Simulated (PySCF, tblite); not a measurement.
# 3,3,3-trifluoroprop-1-yne (C₃HF₃): dynamics, then NMR shifts on frames, part 1 of 2

Aim: move 3,3,3-trifluoroprop-1-yne (C₃HF₃) (`C#CC(F)(F)F`) away from its starting geometry and see how NMR shifts follow the geometry.

Computed with tblite 0.8.0 and PySCF 2.14.0, with density-fitted response routines of our own, on a single molecule in the gas phase. Atoms count from 0, in the outputs and in this text.

## Step 1: The molecule as given

7 atoms, charge 0, multiplicity 1; geometry from: GFN2-xTB.

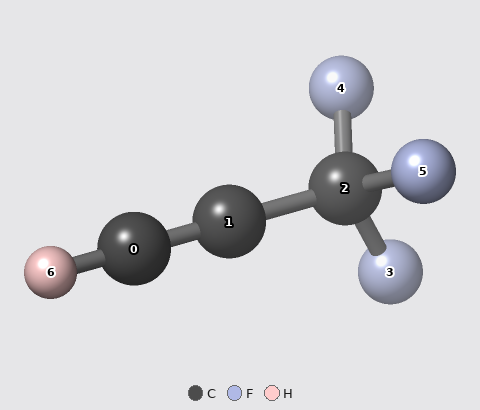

The starting geometry (carbon dark grey, fluorine light blue, hydrogen pink), atoms numbered.

## Step 2: Thermal motion with GFN2-xTB

What the job is given:

```
{"job": {"kind": "md", "xc": "GFN2-xTB", "basis": "xTB", "temperature": 300, "steps": 2000, "every": 50, "frames": 5}, "charge": 0, "multiplicity": 1}
C      1.747063    -0.137624     0.013814
C      0.554807    -0.043446     0.001916
C     -0.898499     0.071844    -0.012932
F     -1.446711    -0.629482    -1.016353
F     -1.448937    -0.379198     1.123974
F     -1.298998     1.343351    -0.161843
H      2.794607    -0.220541     0.024346
```

With the program's defaults for keys left out, this is: GFN2-xTB Langevin dynamics, gas phase.

Launch:

```console
> OMP_NUM_THREADS=1 python probes_run.py task.json out
```

One launch serves the whole session: the jobs run in the order shown.

Output:

```text
t/fs     T/K      E/eV
    0.0   242.7   -572.83076
   25.0   271.2   -572.74938
   50.0   386.7   -572.76773
   75.0   264.8   -572.70989
  100.0   322.6   -572.73427
  125.0   374.5   -572.70385
  150.0   378.2   -572.72765
  175.0   260.2   -572.69716
  200.0   194.3   -572.69753
  225.0   213.4   -572.73535
  250.0   280.7   -572.75153
  275.0   395.2   -572.72924
  300.0   280.0   -572.67313
  325.0   187.1   -572.62418
  350.0   229.9   -572.56830
  375.0   223.3   -572.67309
  400.0   379.9   -572.60030
  425.0   294.3   -572.65892
  450.0   363.8   -572.60329
  475.0   455.5   -572.57957
  500.0   527.0   -572.55218
  525.0   431.0   -572.48784
  550.0   385.0   -572.56270
  575.0   367.1   -572.66081
  600.0   221.7   -572.59741
  625.0   318.8   -572.73278
  650.0   312.7   -572.55661
  675.0   198.8   -572.66746
  700.0   344.2   -572.76776
  725.0   281.8   -572.75070
  750.0   153.6   -572.70901
  775.0   171.2   -572.74761
  800.0   163.6   -572.69565
  825.0   279.2   -572.77523
  850.0   152.1   -572.68216
  875.0   132.1   -572.68981
  900.0   213.7   -572.65477
  925.0   339.8   -572.68766
  950.0   254.9   -572.62029
  975.0   263.3   -572.65976
 1000.0   335.8   -572.71149
```

Wall time 8.2 s (1 thread of Intel Xeon Platinum 8259CL at 2.50GHz, shared host); peak memory 0.18 GiB.

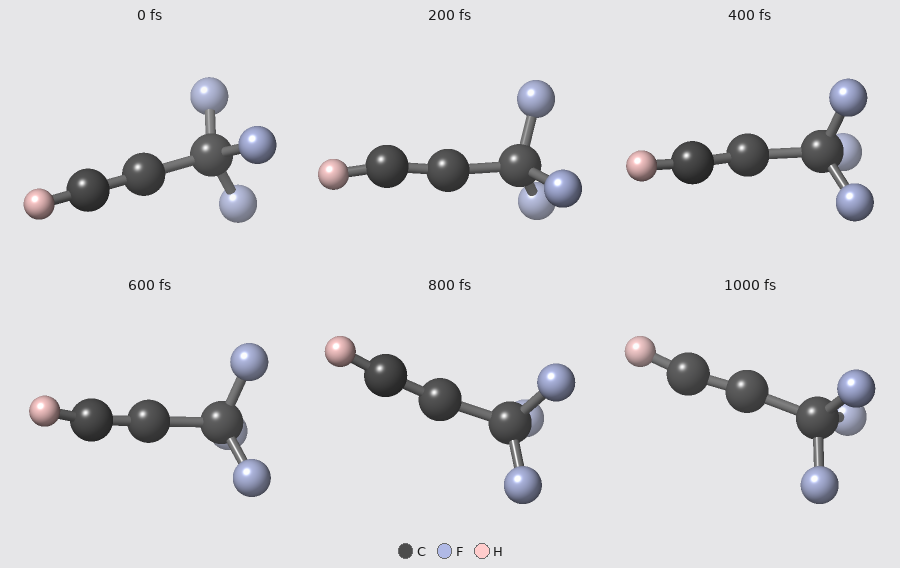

Frames of the run.

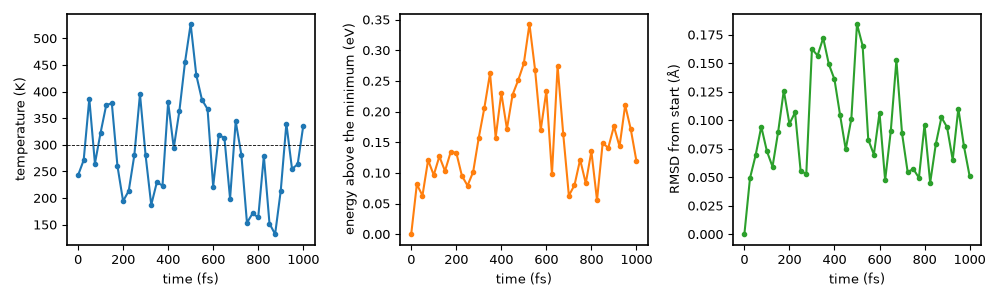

Temperature, potential energy and distance from the start.

Positions (Å) and forces (eV/Å) at 1000 fs:

```xyz
7

C    -0.235   -0.857    1.735    0.175   -0.070    0.337
C    -1.133   -0.464    1.068   -0.899    0.934   -0.873
C    -2.138    0.076    0.151    0.444   -0.826   -0.646
F    -3.162   -0.785    0.072   -0.585    0.227    0.328
F    -2.543    1.302    0.407   -0.518    0.339    0.795
F    -1.702    0.164   -1.113    0.633   -0.195   -0.481
H     0.438   -1.185    2.438    0.752   -0.408    0.539
```

## Step 3: NMR shieldings: 250 fs, PBE0/pcSseg-1

What the job is given:

```
{"job": {"kind": "nmr", "xc": "PBE0", "basis": "pcSseg-1", "pop": false}, "charge": 0, "multiplicity": 1}
C      1.166800    -0.669400     0.730400
C      0.054100    -0.412900     0.338500
C     -1.301400    -0.018900    -0.037600
F     -2.013800    -1.034400    -0.530700
F     -1.951600     0.475200     0.991700
F     -1.261200     0.925000    -0.959700
H      2.151600    -0.984100     0.826800
```

Level: GIAO PBE0/pcSseg-1 NMR shielding, non-relativistic, gas phase.

Output:

```text
coarse grid: 7136 points
cycle   1  E = -413.7228592142  dE =  1.105e+00  |g| = 8.980e-01  |ddm| = 2.699e+00
cycle   2  E = -413.5871528293  dE =  1.357e-01  |g| = 1.317e+00  |ddm| = 1.165e+00
cycle   3  E = -413.8516945068  dE = -2.645e-01  |g| = 1.853e-01  |ddm| = 7.059e-01
cycle   4  E = -413.8587934992  dE = -7.099e-03  |g| = 7.877e-02  |ddm| = 1.632e-01
cycle   5  E = -413.8602462724  dE = -1.453e-03  |g| = 1.705e-02  |ddm| = 5.318e-02
cycle   6  E = -413.8603060095  dE = -5.974e-05  |g| = 2.095e-03  |ddm| = 1.619e-02
cycle   7  E = -413.8603069202  dE = -9.107e-07  |g| = 6.215e-04  |ddm| = 1.753e-03
final grid: 73808 points
cycle   8  E = -413.9156167579  dE = -3.102e-05  |g| = 4.531e-03  |ddm| = 2.893e-02
cycle   9  E = -413.9156149230  dE =  1.835e-06  |g| = 6.044e-03  |ddm| = 7.633e-03
cycle  10  E = -413.9156206289  dE = -5.706e-06  |g| = 4.357e-04  |ddm| = 3.505e-03
cycle  11  E = -413.9156206613  dE = -3.241e-08  |g| = 1.800e-04  |ddm| = 4.965e-04
cycle  12  E = -413.9156206639  dE = -2.645e-09  |g| = 1.356e-04  |ddm| = 1.787e-04
cycle  13  E = -413.9156206682  dE = -4.313e-09  |g| = 2.534e-05  |ddm| = 9.218e-05
cycle  14  E = -413.9156206683  dE = -1.132e-10  |g| = 7.298e-06  |ddm| = 1.904e-05
converged SCF energy = -413.9156206683

GIAO shielding tensors (ppm)
atom      isotropic    diamagn.    paramagn.     s11        s22        s33       span
  0 C      103.148     258.739    -155.591     30.262     35.524    243.659    213.398
  1 C      106.808     263.643    -156.834      9.006     12.691    298.729    289.723
  2 C       68.501     238.350    -169.848     58.929     72.137     74.438     15.508
  3 F      244.543     470.905    -226.362    158.471    227.658    347.501    189.030
  4 F      246.934     471.221    -224.287    167.824    234.733    338.245    170.421
  5 F      244.197     473.633    -229.436    160.707    233.811    338.073    177.366
  6 H       29.693      32.198      -2.505     24.816     25.074     39.189     14.373
```

Wall time 11 s (1 thread of Intel Xeon Platinum 8259CL at 2.50GHz, shared host); peak memory 0.49 GiB.

Shifts follow as δ = σ(reference) − σ, with reference shieldings (ppm) from runs at the same level and on the same kind of geometry: 1H TMS 31.72, 13C TMS 186.9, 19F CFCl3 170.9. The references are single molecules in the gas phase, so shifts against H2O, NH3, PH3, H3PO4 or CFCl3 are not on the usual liquid scales and can be off by tens of ppm. Each atom is listed at this fixed geometry, with no averaging over motion; a spectrum would average atoms that exchange fast.

| atoms | environment | σ (ppm) | δ (ppm) |
| --- | --- | --- | --- |
| C2 | CF3 carbon | 68.5 | 118.4 |
| C0 | terminal alkyne carbon | 103.1 | 83.8 |
| C1 | alkyne carbon | 106.8 | 80.1 |
| H6 | hydrogen on a terminal alkyne carbon | 29.69 | 2.02 |
| F5 | fluorine of a CF3 group | 244.2 | -73.3 |
| F3 | fluorine of a CF3 group | 244.5 | -73.6 |
| F4 | fluorine of a CF3 group | 246.9 | -76.0 |

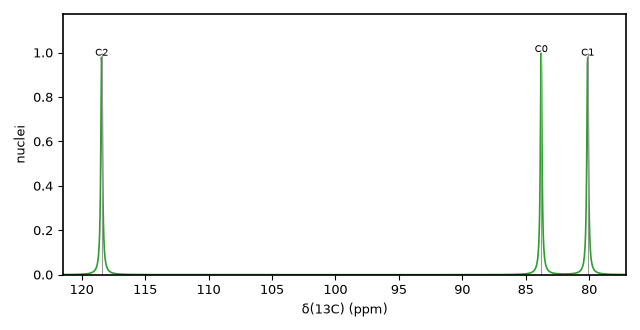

13C lines at the computed shifts, without couplings. Lines are broadened to a width of 0.15 ppm (Lorentzian).

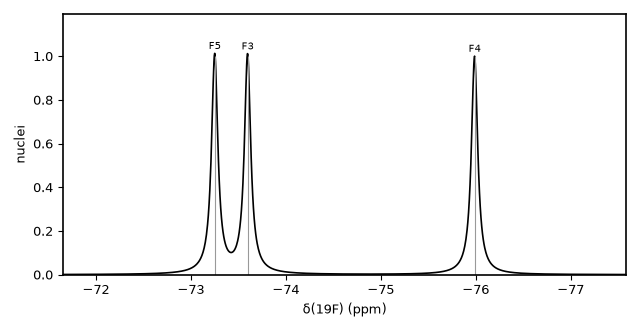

19F lines at the computed shifts, without couplings. Lines are broadened to a width of 0.08 ppm (Lorentzian).

The fields below are evaluated on a grid from the run's orbitals.

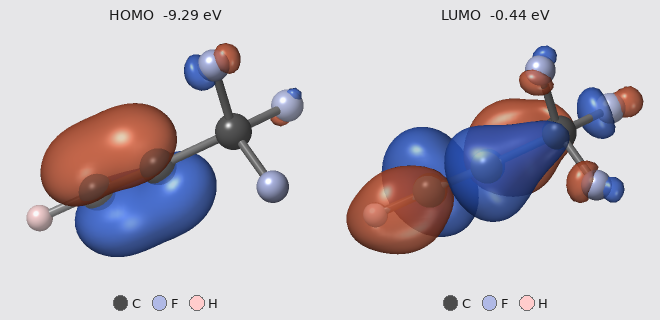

Frontier orbitals at PBE0/pcSseg-1; each surface holds 70 % of the orbital's density, blue and red mark the sign.

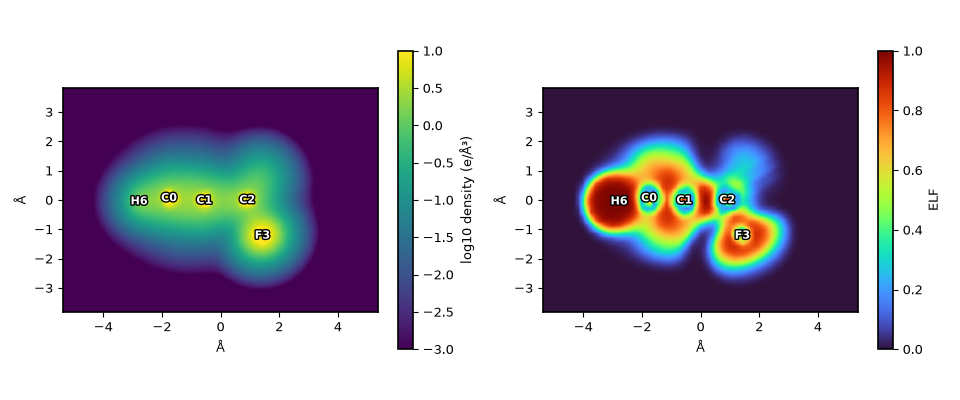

Density (left) and ELF (right) in a plane through or near 5 of the atoms.

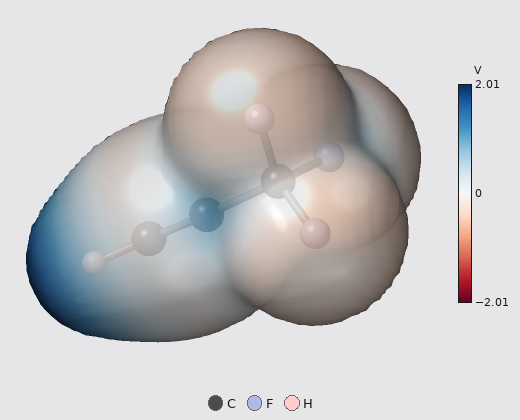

Electrostatic potential on the surface of density 0.002 e/bohr³; red is low, blue high. It runs, from the 1st to the 99th percentile, from -0.45 V near F3 to 2.01 V near H6.

(Continued in part 2 of 2.)
